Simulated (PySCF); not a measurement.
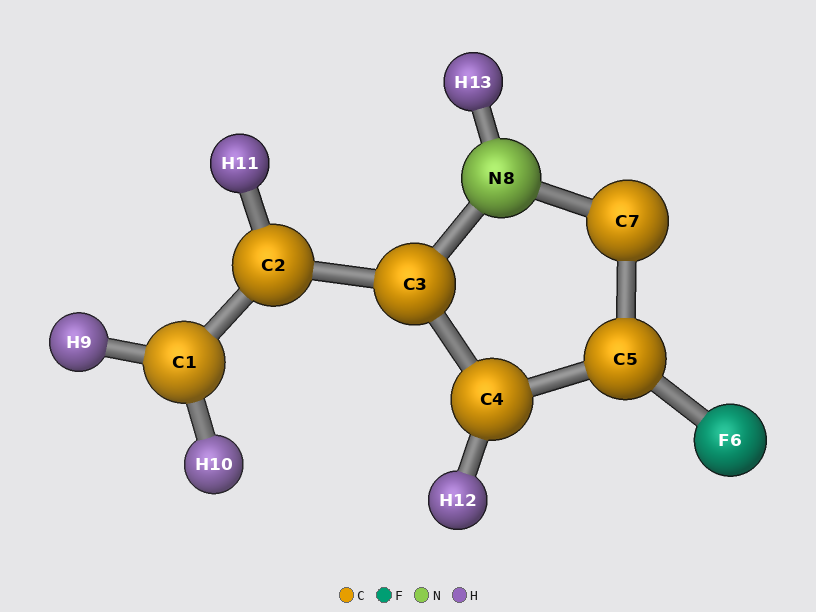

The species is neutral and a spin doublet. Computed geometry: GFN2-xTB optimisation. No frequency run is at hand to confirm it as a minimum. Computed with UKS B3LYP, pcH-1 on C F H N, non-relativistic (PySCF 2.14.0). Fermi-contact and spin-dipolar terms alone, no spin-orbit part.

> Which nucleus has the largest dipolar (anisotropic) hyperfine coupling?

13C at C7: principal values −66.6, −58.5, 125.1 MHz.

List the isotropic and dipolar parts for the most strongly coupled nuclei, one of each equivalent set.

| atom | isotope | a_iso (MHz) | dipolar part (MHz) |
| --- | --- | --- | --- |
| C7 | 13C | 351.6 | −66.6, −58.5, 125.1 |
| F6 | 19F | 20.7 | −40.1, −34.0, 74.1 |
| C3 | 13C | 40.4 | −15.4, −12.8, 28.2 |
| C5 | 13C | 9.3 | −13.8, −11.6, 25.4 |
| C1 | 13C | 12.5 | −10.7, −9.9, 20.6 |
| H13 | 1H | 15.3 | −6.2, −3.9, 10.1 |
| C2 | 13C | −9.3 | −9.0, 3.0, 6.1 |
| C4 | 13C | 14.7 | −7.9, −0.5, 8.4 |
